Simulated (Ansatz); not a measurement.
InP (zinc blende)

```yaml
crystal:
  lattice:
    - [0.00000, 5.90701, 5.90701]
    - [2.95351, 0.00000, 2.95351]
    - [2.95351, 2.95351, 0.00000]
  atoms:
    - { symbol: P, position: [0.37500, 0.75000, 0.75000] }
    - { symbol: P, position: [0.87500, 0.75000, 0.75000] }
    - { symbol: In, position: [0.00000, 0.00000, 0.00000] }
    - { symbol: In, position: [0.50000, 0.00000, 0.00000] }
```

The atoms are displaced by Q × the pattern below (from a DFPT mode at L = (0.5, 0.0, 0.0), largest move 1; Q in Å), at fixed cell. It is one choice among 2 degenerate patterns. (q is in reciprocal vectors of the primitive cell; the cell shown is doubled to hold the pattern.)

```json
[
 {"atom": "P1", "x": "0.285", "y": "-0.520", "z": "0.805"},
 {"atom": "P2", "x": "-0.285", "y": "0.520", "z": "-0.805"},
 {"atom": "In3", "x": "0.067", "y": "-0.122", "z": "0.189"},
 {"atom": "In4", "x": "-0.067", "y": "0.122", "z": "-0.189"}
]
```

Calculation: r2SCAN (plane waves to 500 eV, PAW, scalar-relativistic; Ansatz, a first-principles code). k mesh 5×10×10 (Γ-centred), Fermi-Dirac smearing 0.05 eV. E stands for the smeared free energy. InP was relaxed with its symmetry unable to fall. The zero of ΔE is the undisplaced structure.

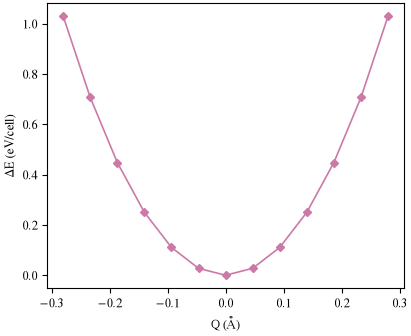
*ΔE (eV/cell) against Q (Å); one marker a computed point.*

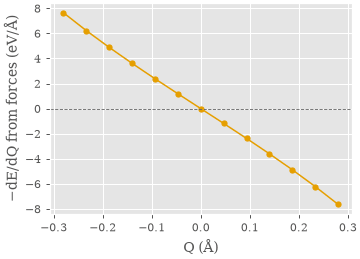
Figure: −dE/dQ from forces (eV/Å) against Q (Å); computed points joined by lines.

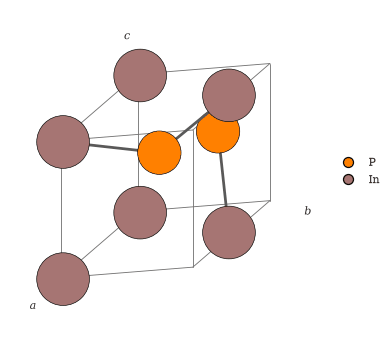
Figure: The cell of the calculation at Q = 0.280 Å.

The energy at Q = 0.280 Å is 1030 meV/cell. Space group of the distorted cell: P1 (No. 1), lowered from F-43m. Shape of the curve: a single well with its minimum at or next to zero displacement. Harmonic wavenumber from the curvature (finite differences): 304 cm⁻¹. Symmetry of the curve: even: the same for both signs.

E″ = 25.31 eV/Å², M = Σ mᵢ|uᵢ|² = 74.6 u, ν̃ = 521.5·√(|E″|/M).

(A displaced cell: forces are minus the slopes of the energy, force constants its curvatures, and phonons follow from these.)
